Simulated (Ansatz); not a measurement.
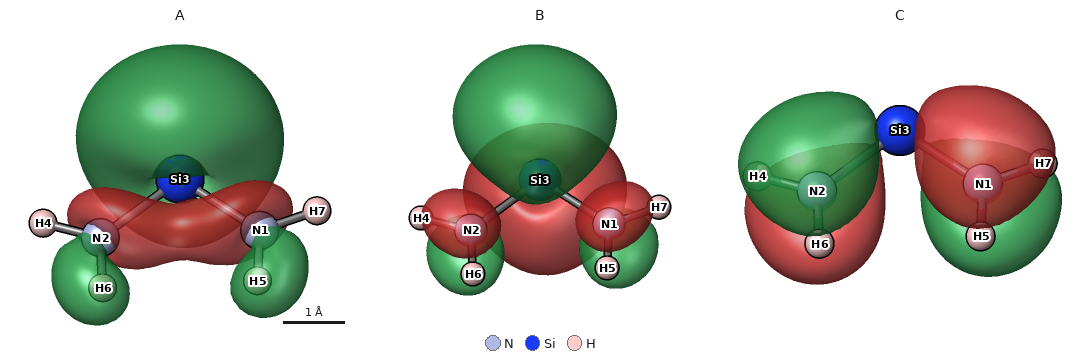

H4N2Si. Three frontier orbitals at ±0.08 Å⁻³ᐟ² (green and red are the two phases), in no order.

Geometry: PBE0-D4/def2-TZVP.

Level of theory: isolated molecule in a Gaussian basis; Kohn-Sham density functional theory, functional PBE0 in Ansatz.

```xyz
7

N     0.6682    0.2705   -0.9289
N    -0.3992   -1.3663    0.8347
Si   -0.8721   -0.2473   -0.3773
H    -1.0950   -1.8621    1.3667
H     1.5749   -0.0282   -0.6014
H     0.5380   -1.6185    1.1117
H     0.7403    0.9521   -1.6659
```

> Which picture is the HOMO−1, the HOMO and the LUMO?

C is the HOMO−1 (−7.40 eV). Its weight (Hirshfeld) is mainly on N1 (about 40 %) and N2 (about 40 %); it changes sign across the molecular plane (π type). A is the HOMO (−6.42 eV). By Hirshfeld shares it lies mainly on Si3 (about 80 %), N1 (about 5 %) and N2 (about 5 %); it is symmetric in the molecular plane (an in-plane orbital: σ, lone-pair or in-plane π type). B is the LUMO (−0.41 eV). Its weight (Hirshfeld) is mainly on Si3 (about 80 %), N1 (about 10 %) and N2 (about 10 %); it changes sign across the molecular plane (π type).

> What is the HOMO–LUMO gap?

6.01 eV between the orbital energies.
